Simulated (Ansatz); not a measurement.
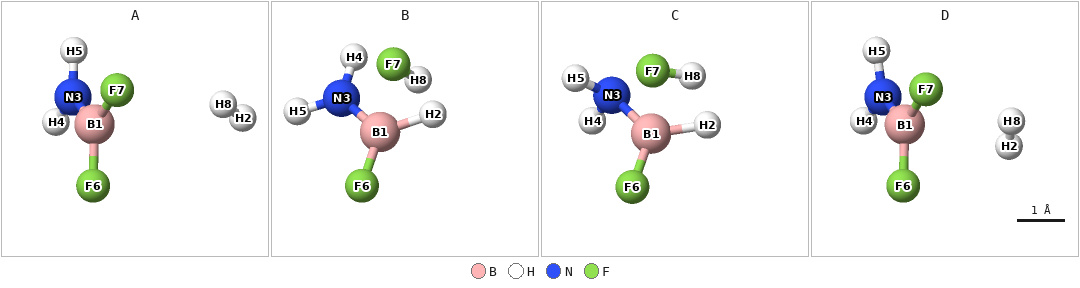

4 geometries from a converged minimum-energy path of BNH₄F₂, shuffled. The picture is a ball-and-stick view, seen from a free direction.

These are results of RKS PBE/def2-SVP (Ansatz), not measurements. Set-up: 5 movable images; climbing image; force threshold 0.05 eV/Å; iteration limit 60; starting path through a guess of the saddle point.

> One of them is the converged climbing image. Which?

C. In order along the path, whose images run from 0 to 6: B (image 0, 0.0 kJ/mol), C (image 2, +83.8 kJ/mol), D (image 4, −110.8 kJ/mol), A (image 5, −121.3 kJ/mol). Breaking: B1–H2 (1.23 → 1.24 at the top → 3.88 Å), F7–H8 (0.94 → 0.95 at the top → 2.47 Å). Forming: B1–F7 (2.78 → 2.25 at the top → 1.35 Å), H2–H8 (1.65 → 1.73 at the top → 0.77 Å).
